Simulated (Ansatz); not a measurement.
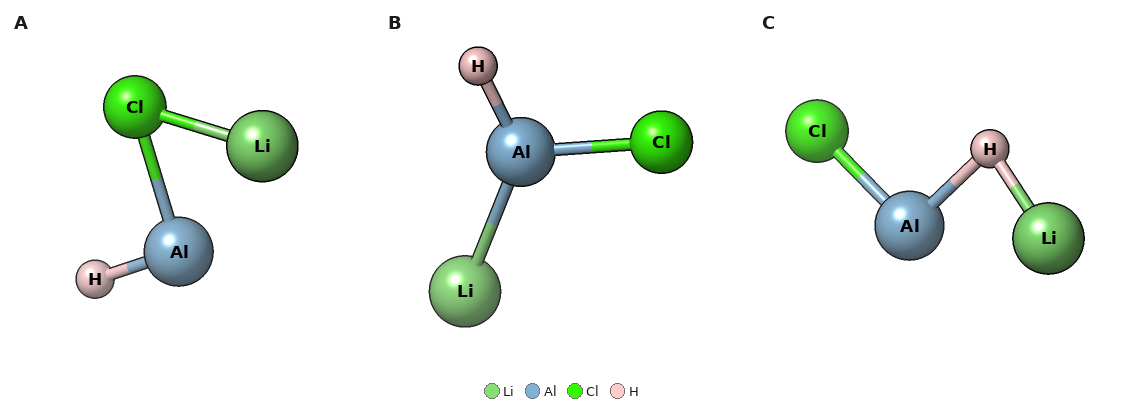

3 stationary structures of one formula. Geometries: PBE0-D4/def2-TZVP. Electronic energies: RHF-CCSD(T) (frozen core)/def2-TZVPP (Ansatz 0.2.0), without zero-point energy. No frequency run is at hand to confirm each as a minimum.

Rank them by energy, lowest first.

A is lowest (Cs); B lies 0.200 eV above it (Cs), C lies 0.417 eV above it (Cs).
